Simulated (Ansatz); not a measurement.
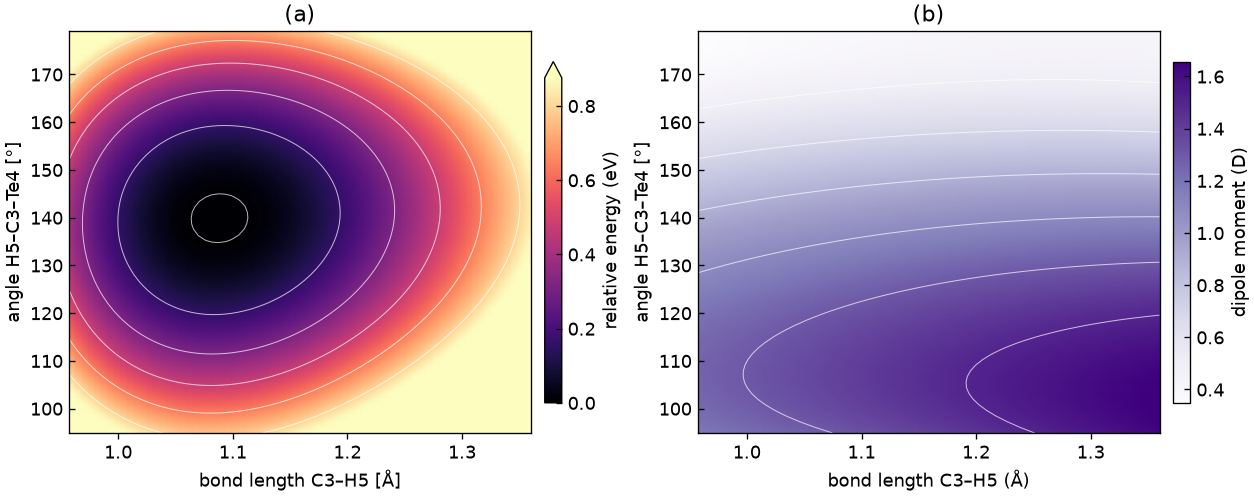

C₂HClTe, SMILES ClC1=C[Te]1. 
- First axis: bond length C3–H5. Second axis: angle H5–C3–Te4.
- Nothing is relaxed (all other coordinates rigid).
- Grid: 9 × 9 points.
- Energies are in eV, from the lowest grid point.
- Computed with RKS wB97X-V/def2-SVP (Ansatz).

Panel (a) is the energy; panel (b) is the computed dipole moment, in D.

In the figure: a smooth colour map with a few white contour lines, one colour for all values above the top of the scale. Between grid points the surface is interpolated.

How does the dipole moment vary over the map, and what is it at the lowest grid point?

Leaving out the highest fifth of the energies, it runs from 0.37 D at bond length C3–H5 = 1.008 Å, angle H5–C3–Te4 = 179.0° to 1.57 D at bond length C3–H5 = 1.259 Å, angle H5–C3–Te4 = 105.4°. At the lowest grid point, bond length C3–H5 = 1.108 Å, angle H5–C3–Te4 = 137.0°, it is 1.09 D.

| angle H5–C3–Te4 ↓, bond length C3–H5 → | 0.957 | 1.008 | 1.058 | 1.108 | 1.159 | 1.209 | 1.259 | 1.310 | 1.360 |
| --- | --- | --- | --- | --- | --- | --- | --- | --- | --- |
| 179.0 | 0.35 | 0.37 | 0.39 | 0.41 | 0.42 | 0.43 | 0.43 | 0.44 | 0.44 |
| 168.5 | 0.41 | 0.44 | 0.46 | 0.48 | 0.49 | 0.50 | 0.51 | 0.50 | 0.50 |
| 158.0 | 0.59 | 0.62 | 0.65 | 0.67 | 0.69 | 0.70 | 0.71 | 0.70 | 0.70 |
| 147.5 | 0.79 | 0.83 | 0.86 | 0.89 | 0.91 | 0.92 | 0.93 | 0.94 | 0.94 |
| 137.0 | 0.97 | 1.02 | 1.05 | 1.09 | 1.11 | 1.14 | 1.15 | 1.16 | 1.17 |
| 126.4 | 1.13 | 1.17 | 1.22 | 1.25 | 1.29 | 1.32 | 1.35 | 1.37 | 1.38 |
| 115.9 | 1.23 | 1.28 | 1.33 | 1.37 | 1.42 | 1.46 | 1.50 | 1.53 | 1.55 |
| 105.4 | 1.26 | 1.31 | 1.36 | 1.41 | 1.47 | 1.52 | 1.57 | 1.61 | 1.66 |
| 94.9 | 1.18 | 1.23 | 1.28 | 1.34 | 1.39 | 1.45 | 1.51 | 1.57 | 1.63 |
